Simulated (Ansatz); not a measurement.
System: C₂H₆OSSn (SMILES C[O][Sn][S]C).

The calculation's input:

```
crystal:
  periodic: [false, false, false]
  atoms:
    - {symbol: C, position_ang: [-0.262105, -0.045116, 1.633185]}
    - {symbol: O, position_ang: [0.763833, -0.969836, 1.403140]}
    - {symbol: Sn, position_ang: [1.078561, -2.268149, -0.053084]}
    - {symbol: S, position_ang: [0.082568, -1.121922, -1.963785]}
    - {symbol: C, position_ang: [0.019190, 0.652037, -1.579045]}
    - {symbol: H, position_ang: [-0.688194, -0.214101, 2.628778]}
    - {symbol: H, position_ang: [0.124233, 0.981003, 1.606683]}
    - {symbol: H, position_ang: [-1.076771, -0.118544, 0.902249]}
    - {symbol: H, position_ang: [-0.996030, 0.948052, -1.317900]}
    - {symbol: H, position_ang: [0.327902, 1.189325, -2.475631]}
    - {symbol: H, position_ang: [0.692415, 0.910253, -0.763991]}
basis:
  gaussian: {orbitals: def2-TZVPP}
hamiltonian: {xc: pbe0, dispersion: d4}
output: {orbitals: {seedname: orbitals}}
```

Command:

```sh
ansatz run in.yaml --threads 2 --pin off --events-out ev --progress --plain --max-ram 20480MiB --backend cpu
```

Geometry: PBE0-D4/def2-TZVP; core potentials replace the inner electrons of Sn.

The calculation used RKS PBE0-D4/def2-TZVPP (Ansatz).

**What will maps of the electron density and electron localisation function show?**

Sn–O (1.98 Å): ρ is about 0.78 e/Å³ halfway; the ELF peaks at about 0.85 in the valence shell of O, 0.6 Å from its nucleus, and drops to about 0.15 between the two atoms.
Sn–S (2.44 Å): ρ at the midpoint is about 0.55 e/Å³; the ELF peaks at about 0.85 in the valence shell of S, 0.9 Å from its nucleus, and drops to about 0.20 between the two atoms.

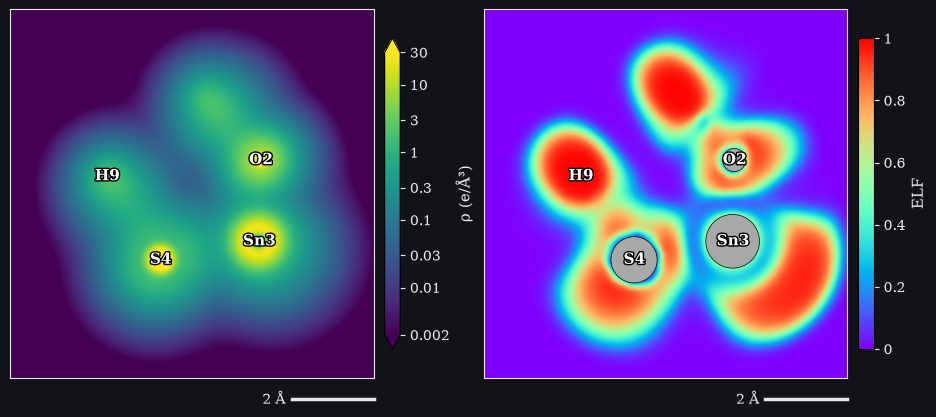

Computed electron density and electron localisation function on the plane of atoms O2, Sn3 and S4, in this order. Grey discs cover the atomic cores in the ELF map. 
